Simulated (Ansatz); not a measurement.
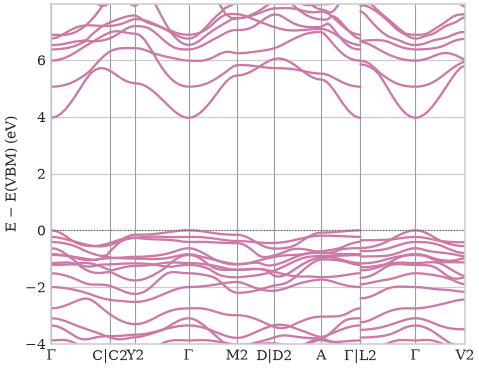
Figure. Band structure from the program Ansatz at the r²SCAN level (PAW)

Problem. Read off the gap and where the band edges lie.

Solution. About 4.0 eV (3.96 eV by a search for the band edges); maximum at Γ, minimum at Γ.

Problem. Pick the material that matches.
A) Ba2CdB2O6, C2/m (Pearson symbol mS22)
B) TiO2, C2/m (Pearson symbol mS24)
C) Ga2O3, C2/m (Pearson symbol mS20)
D) Nb2O5, C2/m (Nb on 4i, O on 4i, O on 2a, O on 4i)

Solution. A, Ba2CdB2O6, C2/m (Pearson symbol mS22)

The first step of the workflow began from a Materials Project structure, measured or hypothetical; the Crystallography Open Database copy checked does not list it. Its standing as an ambient phase is unchecked. Symmetry was held in the r²SCAN relaxation; whether a distortion lowers the energy is not shown. Scalar-relativistic: spin–orbit coupling is off unless named, which matters more the heavier the elements.

Potentials: the later of the program's two PAW sets.
